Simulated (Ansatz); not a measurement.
# C₂H₁₀BClSi₂ (SMILES B[SiH](C)[SiH](C)Cl): what the fields show

Input

```
crystal:
  periodic: [false, false, false]
  atoms:
    - { symbol: B, position_ang: [-1.7855, -1.3155, 0.509] }
    - { symbol: Si, position_ang: [-0.4565, -0.7806, -0.7718] }
    - { symbol: C, position_ang: [1.0929, -1.6827, -0.3729] }
    - { symbol: Si, position_ang: [-0.0179, 1.4309, -0.6463] }
    - { symbol: C, position_ang: [0.454, 1.8457, 1.0715] }
    - { symbol: Cl, position_ang: [1.4081, 1.9719, -2.0016] }
    - { symbol: H, position_ang: [-1.6497, -1.0587, 1.6525] }
    - { symbol: H, position_ang: [-2.7945, -1.7551, 0.1102] }
    - { symbol: H, position_ang: [-0.8778, -1.1112, -2.0905] }
    - { symbol: H, position_ang: [0.9546, -2.7766, -0.401] }
    - { symbol: H, position_ang: [1.436, -1.4204, 0.6909] }
    - { symbol: H, position_ang: [1.9365, -1.3832, -1.0619] }
    - { symbol: H, position_ang: [-1.3811, 2.1679, -0.9797] }
    - { symbol: H, position_ang: [1.3617, 1.319, 1.347] }
    - { symbol: H, position_ang: [0.6307, 2.9298, 1.1618] }
    - { symbol: H, position_ang: [-0.3343, 1.5963, 1.8269] }
basis:
  gaussian: { orbitals: "6-31G*" }
hamiltonian:
  xc: b3lyp
  dispersion: d4
relax:
  f_tol: 0.015
  max_steps: 40
output:
  orbitals: {}
```

Command:

```sh
ansatz run input.yaml --threads 2 --pin off --max-ram 3072MiB --backend cpu --events-out ev --progress --plain --runs-dir out
```

The fields are those of the run's last geometry, not of the input's.

Method: RKS B3LYP-D4/6-31G* (Ansatz).

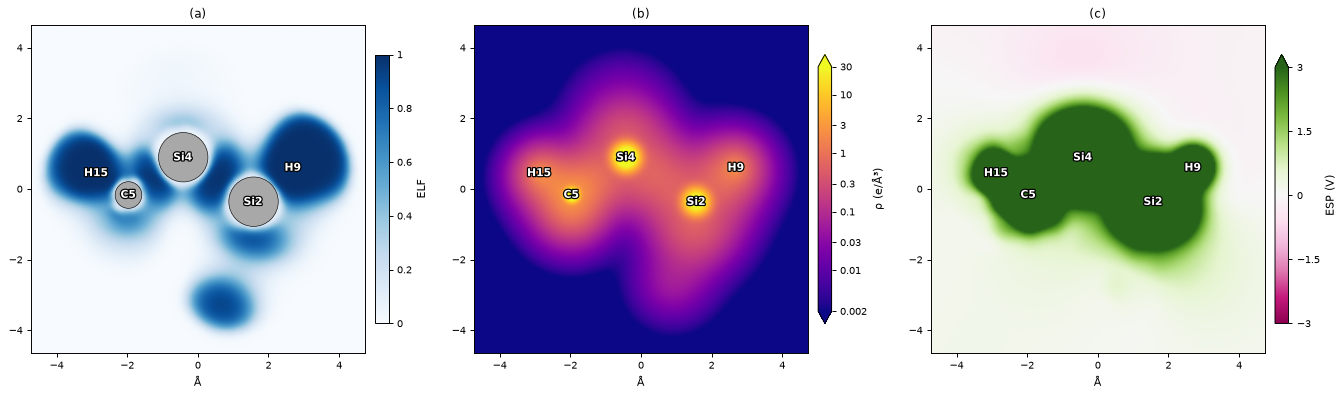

Figure 1. (a) electron localisation function; (b) electron density; (c) electrostatic potential on the plane of atoms Si4, C5 and H15. Grey discs cover the atomic cores in the ELF map.

What do the fields say about this system?

Answer. Atoms in the plane: Si, C and H.
C–Si (1.88 Å): ρ at the midpoint is about 0.95 e/Å³; the ELF peaks at about 0.95 between the atoms, as expected for localised, covalent bonding.
Si–Si (2.36 Å): ρ at the midpoint is about 0.61 e/Å³; the ELF peaks at about 1 between the atoms: a shared electron pair.
C–H (1.10 Å): the density is about 1.9 e/Å³ at the midpoint; the ELF climbs to about 1 towards the hydrogen, as it does in any bond to H; an ordinary covalent bond to hydrogen.
Si–H (1.49 Å): ρ is about 0.77 e/Å³ halfway; the ELF climbs to about 1 towards the hydrogen.
Outside the dense part of the molecule the potential is most negative (−0.5 V) near Cl6, which lies off the plane.

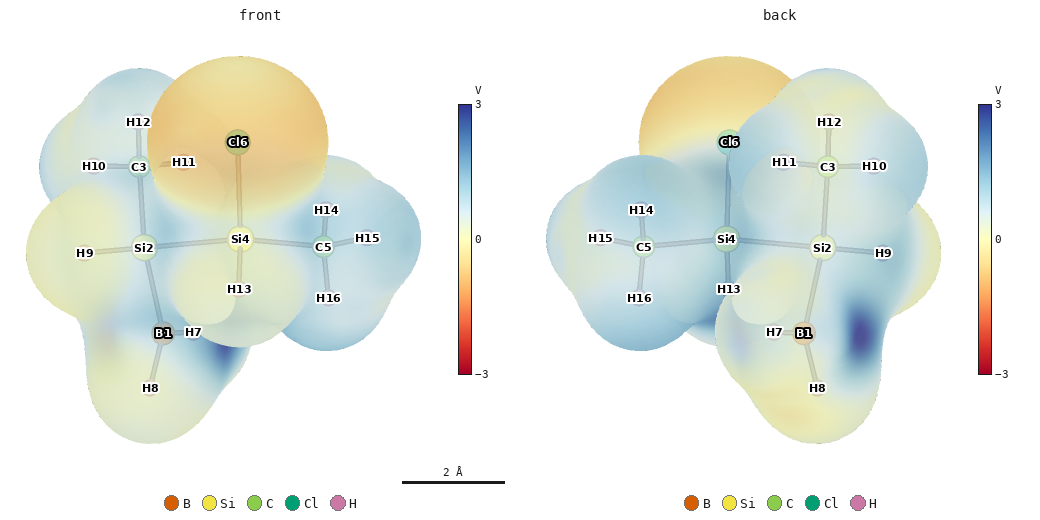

Figure 2. The molecular electrostatic potential painted on the density surface at 0.004 e/bohr³, seen from the front and from behind; red is negative and blue positive.

Where is the surface potential most negative and most positive?

Answer. The most negative region (about −0.8 V) lies over Cl6, the most positive (about +2.8 V) over B1.

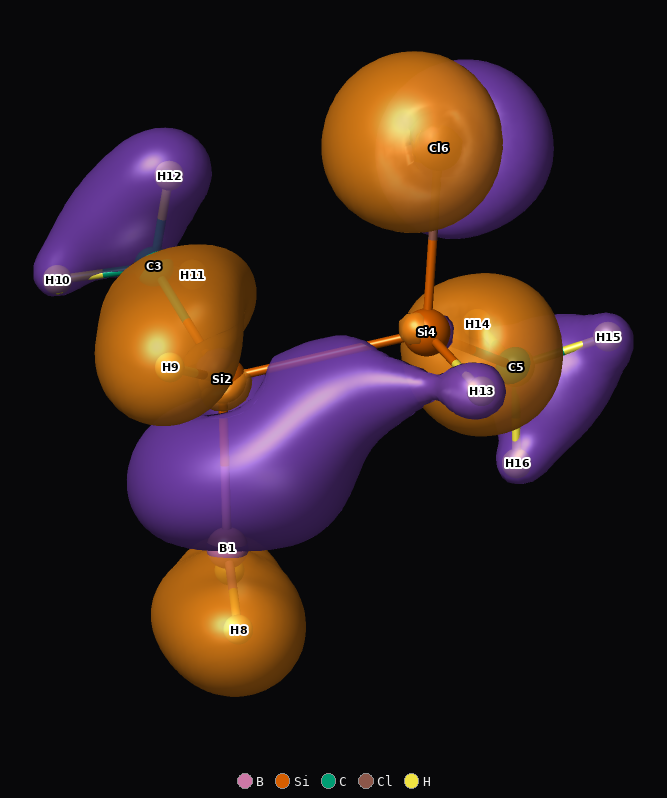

Figure 3. The HOMO−1 at ±0.08 Å⁻³ᐟ² (orange and purple are the two phases), seen across its widest extent.

Describe this orbital and give its energy.

Answer. By Hirshfeld shares it lies mainly on Cl6 (about 20 %), Si2 (about 20 %), B1 (about 15 %), C5 (about 10 %), C3 (about 10 %) and Si4 (about 5 %). Its energy is −8.22 eV.

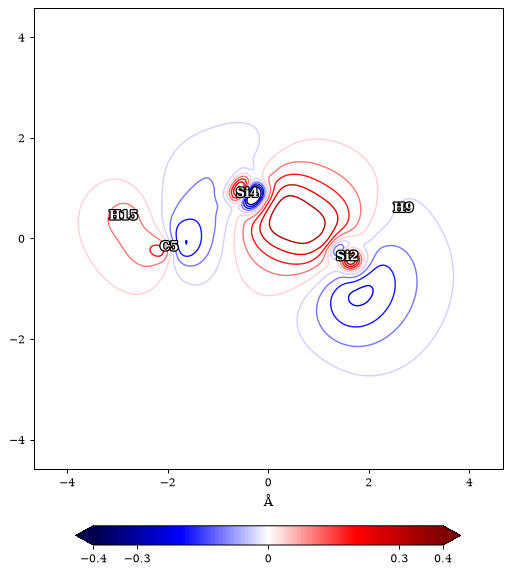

Figure 4. One frontier orbital on the plane of atoms Si4, C5 and H15 (values in Å⁻³ᐟ²; the overall sign is arbitrary).

Which orbital is it: HOMO or LUMO?

Answer. The HOMO, at −7.21 eV. Its weight (Hirshfeld) is mainly on Si2 (about 30 %), Si4 (about 20 %), Cl6 (about 20 %) and B1 (about 15 %).
